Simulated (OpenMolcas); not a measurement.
# triplet C2H4FGa at 6 levels

Wanted: a comparison of 6 runs (UHF/cc-pVDZ, UB3LYP/6-31G*, UBHLYP/cc-pVDZ, UM06-L/cc-pVDZ, UTPSS/cc-pVDZ) of triplet C2H4FGa. 

The results are computed with OpenMolcas 26.06.

1 further run of the same task is left out (it didn't finish).

### 1 The molecule

C2H4FGa: 8 atoms, total charge 0, spin state triplet. As SMILES of the parent species, `C=[CH][GaH][F]`. The coordinates come from a PBE0-D4/def2-TZVP relaxation. That shape belongs to the parent species and isn't relaxed for this state.

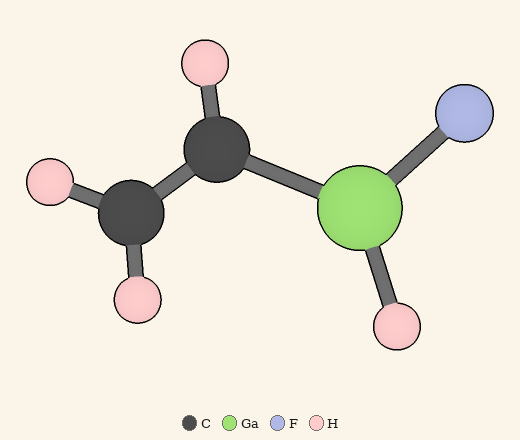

The structure, seen from a chosen angle (carbon dark grey, gallium green, fluorine light blue, hydrogen pink).

### 2 A single-point energy at UHF/cc-pVDZ (run 1)

Input file run.inp:

```
&GATEWAY
 BasLib
 $CurrDir
 Coord
 8
 angstrom
 C       -0.837100       1.175400       0.060900
 C        0.342600       0.569500      -0.065000
 Ga       0.481700      -1.360200      -0.007600
 F        2.110500      -2.006100      -0.199600
 H       -1.762100       0.620500       0.200100
 H       -0.941100       2.257800       0.031600
 H        1.232300       1.179600      -0.202300
 H       -0.626900      -2.436700       0.182000
 Basis
 cc-pVDZ
 Group
 NoSym

&SEWARD

&SCF
 UHF
 Spin
 3
 Thresholds
 1e-10 1e-07 1e-07 1e-05
 PrOrbitals
 1
```

The basis set cc-pVDZ is read from a file made from the Basis Set Exchange's data (not shown).

Launch:

```
$ export MOLCAS_MEM=1860
$ pymolcas run.inp > run.log
```

The program printed:

```text
--- Start Module: gateway ---
[...]
--- Stop Module: gateway /rc=_RC_ALL_IS_WELL_ ---
--- Start Module: seward ---
[...]
      Basis functions           89
--- Stop Module: seward /rc=_RC_ALL_IS_WELL_ ---
[...]
--- Start Module: scf ---
[...]
       Convergence after  24 Iterations
[...]
::    Total SCF energy                              -2100.6220326480
[...]
      Total spin, S                                     1.0056192853
[...]
      Total electronic charge=   56.000000
      Total            charge=   -0.000000
[...]
      Dipole Moment (debye):
      Origin of the operator (angstrom)=    0.5627   -0.9425   -0.0358
                   X= -2.5172E+00               Y=  2.1968E+00               Z=  2.4894E-01           Total=  3.3503E+00
      Quadrupole Moment (debye*angstrom):
[...]
--- Stop Module: scf /rc=_RC_ALL_IS_WELL_ ---
[...]
```

It took 14 s on 1 thread of Intel Xeon Platinum 8259CL at 2.50GHz (Skylake/Cascade Lake), shared host; peak memory 0.49 GiB.

### 3 A single-point energy at UB3LYP/6-31G(d) (spherical functions) (run 2)

Input file calc.input:

```
* C2H4FGa Kohn-Sham DFT

&GATEWAY
  BASLIB = $CurrDir
  COORD
  8
  angstrom
  C       -0.837100       1.175400       0.060900
  C        0.342600       0.569500      -0.065000
  Ga       0.481700      -1.360200      -0.007600
  F        2.110500      -2.006100      -0.199600
  H       -1.762100       0.620500       0.200100
  H       -0.941100       2.257800       0.031600
  H        1.232300       1.179600      -0.202300
  H       -0.626900      -2.436700       0.182000
  BASIS = 6-31Gs
  GROUP = NoSym

&SEWARD
  GRIDINPUT
  Grid=UltraFine
  End of Grid

&SCF
  UHF
  SPIN = 3
  KSDFT = B3LYP
  THRESHOLDS = 1e-10 1e-07 1e-07 1e-05
  PRORBITALS = 1
```

The basis set 6-31G* is read from a file made from the Basis Set Exchange's data (not shown).

Launch:

```
$ export MOLCAS_MEM=1860
$ pymolcas calc.input > calc.log
```

The program printed:

```text
--- Start Module: gateway ---
[...]
--- Stop Module: gateway /rc=_RC_ALL_IS_WELL_ ---
--- Start Module: seward ---
[...]
      Basis functions           82
--- Stop Module: seward /rc=_RC_ALL_IS_WELL_ ---
[...]
--- Start Module: scf ---
[...]
       Convergence after  25 Iterations
[...]
::    Total KS-DFT energy                           -2102.9338848811
[...]
      Total spin, S                                     1.0018003722
[...]
      Total electronic charge=   56.000000
      Total            charge=   -0.000000
[...]
      Dipole Moment (debye):
      Origin of the operator (angstrom)=    0.5627   -0.9425   -0.0358
                   X= -2.3543E+00               Y=  2.9211E+00               Z=  1.9692E-01           Total=  3.7569E+00
      Quadrupole Moment (debye*angstrom):
[...]
--- Stop Module: scf /rc=_RC_ALL_IS_WELL_ ---
[...]
```

Run time: 66 s. Hardware: 1 thread of Intel Xeon Platinum 8259CL at 2.50GHz (Skylake/Cascade Lake), shared host; peak memory 0.46 GiB.

### 4 A single-point energy at UB3LYP/6-31G(d) (Cartesian functions) (run 3)

Input file geom.xyz:

```xyz
8

C     -0.837100     1.175400     0.060900
C      0.342600     0.569500    -0.065000
Ga     0.481700    -1.360200    -0.007600
F      2.110500    -2.006100    -0.199600
H     -1.762100     0.620500     0.200100
H     -0.941100     2.257800     0.031600
H      1.232300     1.179600    -0.202300
H     -0.626900    -2.436700     0.182000
```

Input file mol.input:

```
&GATEWAY
 BasLib
 $CurrDir
 Coord
 geom.xyz
 Basis
 6-31Gs
 Group
 NoSym

&SEWARD
 GridInput
 Grid=UltraFine
 End of Grid

&SCF
 UHF
 Spin
 3
 KSDFT
 B3LYP
 Thresholds
 1e-10 1e-07 1e-07 1e-05
 PrOrbitals
 1 2
```

The basis set 6-31G* is read from a file made from the Basis Set Exchange's data (not shown).

Launch:

```
$ export MOLCAS_MEM=1860
$ pymolcas mol.input > mol.log
```

The program printed:

```text
--- Start Module: gateway ---
[...]
--- Stop Module: gateway /rc=_RC_ALL_IS_WELL_ ---
--- Start Module: seward ---
[...]
      Basis functions           88
--- Stop Module: seward /rc=_RC_ALL_IS_WELL_ ---
[...]
--- Start Module: scf ---
[...]
       Convergence after  25 Iterations
[...]
::    Total KS-DFT energy                           -2102.9422350414
[...]
      Total spin, S                                     1.0018055739
[...]
      Total electronic charge=   56.000000
      Total            charge=   -0.000000
[...]
      Dipole Moment (debye):
      Origin of the operator (angstrom)=    0.5627   -0.9425   -0.0358
                   X= -2.3247E+00               Y=  2.9101E+00               Z=  1.9346E-01           Total=  3.7297E+00
      Quadrupole Moment (debye*angstrom):
[...]
--- Stop Module: scf /rc=_RC_ALL_IS_WELL_ ---
[...]
```

It took 71 s on 1 thread of Intel Xeon Platinum 8259CL at 2.50GHz (Skylake/Cascade Lake), shared host; peak memory 0.48 GiB.

Runs 4 to 5 aren't shown in full; the table further down has their settings and results.

### 5 The energy at UTPSS/cc-pVDZ (run 6)

Input file job.inp:

```
&GATEWAY
 BasLib = $CurrDir
 Coord
 8
 angstrom
 C       -0.837100       1.175400       0.060900
 C        0.342600       0.569500      -0.065000
 Ga       0.481700      -1.360200      -0.007600
 F        2.110500      -2.006100      -0.199600
 H       -1.762100       0.620500       0.200100
 H       -0.941100       2.257800       0.031600
 H        1.232300       1.179600      -0.202300
 H       -0.626900      -2.436700       0.182000
 Basis = cc-pVDZ
 Group = NoSym

&SEWARD
 GridInput
 Grid=UltraFine
 End of Grid

&SCF
 UHF
 Spin = 3
 KSDFT = 2
 1.0 MGGA_X_TPSS
 1.0 MGGA_C_TPSS
 Thresholds = 1e-10 1e-07 1e-07 1e-05
 PrOrbitals = 1 1
```

The basis set cc-pVDZ is read from a file made from the Basis Set Exchange's data (not shown).

Launch:

```
$ export MOLCAS_MEM=1860
$ pymolcas job.inp > job.log
```

The program printed:

```text
--- Start Module: gateway ---
[...]
--- Stop Module: gateway /rc=_RC_ALL_IS_WELL_ ---
--- Start Module: seward ---
[...]
      Basis functions           89
--- Stop Module: seward /rc=_RC_ALL_IS_WELL_ ---
[...]
--- Start Module: scf ---
[...]
       Convergence after  27 Iterations
[...]
::    Total KS-DFT energy                           -2103.1628831136
[...]
      Total spin, S                                     1.0024547878
[...]
      Total electronic charge=   56.000000
      Total            charge=   -0.000000
[...]
      Dipole Moment (debye):
      Origin of the operator (angstrom)=    0.5627   -0.9425   -0.0358
                   X= -2.2159E+00               Y=  2.8097E+00               Z=  1.8257E-01           Total=  3.5830E+00
      Quadrupole Moment (debye*angstrom):
[...]
--- Stop Module: scf /rc=_RC_ALL_IS_WELL_ ---
[...]
```

Run time: 2.8 min. Hardware: 1 thread of Intel Xeon Platinum 8259CL at 2.50GHz (Skylake/Cascade Lake), shared host; peak memory 0.49 GiB.

### 6 The series

```
run                                level  integration grid  Cartesian functions   energy (Eh)  dipole moment (D)  HOMO energy (eV)   ⟨S²⟩  wall time
  1                          UHF/cc-pVDZ                 –                   no  -2100.622033               3.35             -7.14  2.017       14 s
  2  UB3LYP/6-31G* (spherical functions)         UltraFine                   no  -2102.933885               3.76             -4.03  2.005       66 s
  3  UB3LYP/6-31G* (Cartesian functions)         UltraFine                  yes  -2102.942235               3.73             -4.02  2.005       71 s
  4                       UBHLYP/cc-pVDZ         UltraFine                   no  -2103.037412               3.56             -5.27  2.007       96 s
  5                       UM06-L/cc-pVDZ         UltraFine                   no  -2103.068943               3.44             -3.39  2.011    2.4 min
  6                        UTPSS/cc-pVDZ         UltraFine                   no  -2103.162883               3.58             -3.44  2.007    2.8 min
```

### 7 Results

```
                                 quantity           value
                      run 6: total energy  -2103.16288 Eh
                     run 6: dipole moment          3.58 D
run 6: HOMO energy (highest over α and β)        -3.44 eV
                              run 6: ⟨S²⟩           2.007
```

**Reading.** The dipole moment (its size) runs from 3.35 D (UHF/cc-pVDZ) to 3.76 D (UB3LYP/6-31G*). The two ends differ in method and basis. Totals of different functionals can't be ranked against each other. All runs together took 9.3 min, the longest 2.8 min.
